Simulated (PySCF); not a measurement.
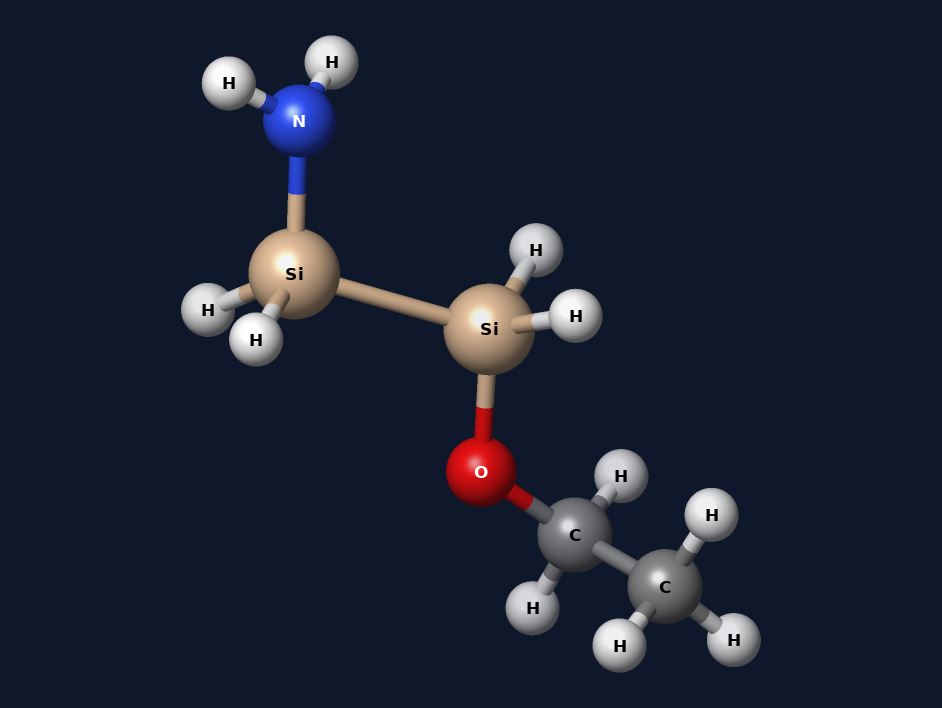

Identify the structure.

The molecule is C2H11NOSi2. Its SMILES string is `CCO[SiH2][SiH2]N`. It has no ring. Among its groups: Si–H bond, Si–O bond, Si–N bond. This geometry has C1 symmetry. Coordination, clear cases only: 2 C tetrahedral; 1 O bent; 2 Si tetrahedral.

The parts below concern this one geometry. Atoms keep their numbers from picture to picture. The geometry was computed by an optimisation with PBE0-D3(BJ)/def2-SVP. No frequency run is at hand to confirm it as a minimum.

NMR shielding

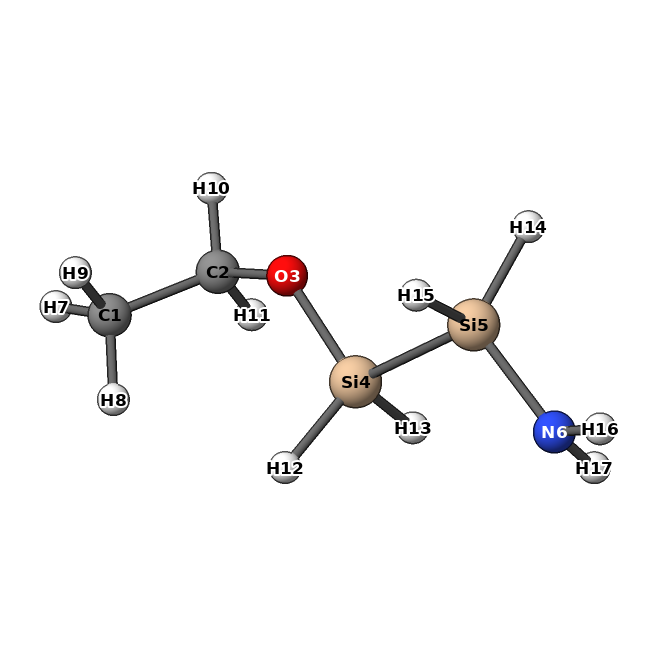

The questions are on isotropic NMR shieldings of the Si atoms. No frequency run is at hand to confirm it as a minimum. Properties computed with GIAO PBE0/pcSseg-1 NMR shielding, non-relativistic, gas phase (PySCF 2.14.0).

Give the isotropic NMR shieldings of the Si atoms atom by atom.

```tsv
atom	σ (ppm)
Si4	379.6
Si5	403.1
```

Quadrupole coupling

No frequency run is at hand to confirm it as a minimum. Electric field gradients from the ground-state density, PBE0/pcSseg-1 in chloroform (IEF-PCM) (PySCF 2.14.0), non-relativistic apart from any core potentials.

Give the largest field-gradient component, the quadrupole coupling constant and the asymmetry for 17O at O3 (Q = −25.6 mb), 14N at N6 (Q = 20.44 mb), 2H at H7 (Q = 2.86 mb), 2H at H8 (Q = 2.86 mb).

| atom | V_zz (a.u.) | e²qQ/h (MHz) | η |
| --- | --- | --- | --- |
| O3 | 1.713 | −10.31 | 0.42 |
| N6 | −0.936 | −4.49 | 0.24 |
| H7 | 0.291 | 0.195 | 0.03 |
| H8 | 0.289 | 0.194 | 0.03 |

Excitation

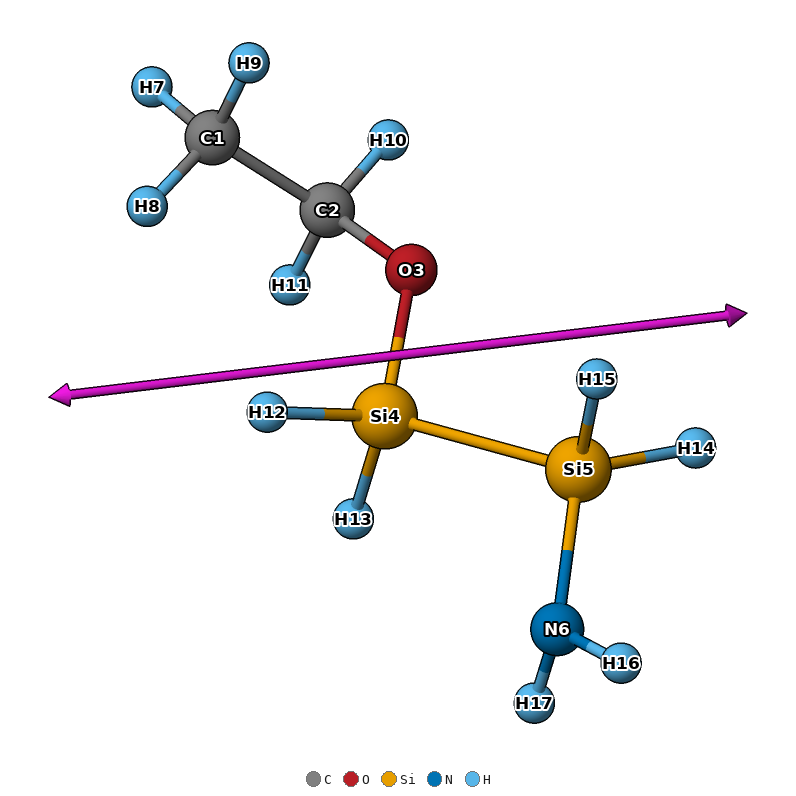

The double arrow shows the direction of the transition dipole to excited singlet state 5 (its length means nothing). No frequency run is at hand to confirm it as a minimum. Level of theory: TDDFT CAM-B3LYP/def2-SVPD, vertical, IEF-PCM chloroform (non-equilibrium linear response), core orbitals frozen in the response (PySCF 2.14.0).

Where does the transition lie, and how strong is it?

Answer. 7.34 eV (169 nm), oscillator strength 0.052, of mixed character, with the largest part HOMO → LUMO+2 (weight 0.46); transition dipole 1.37 D.
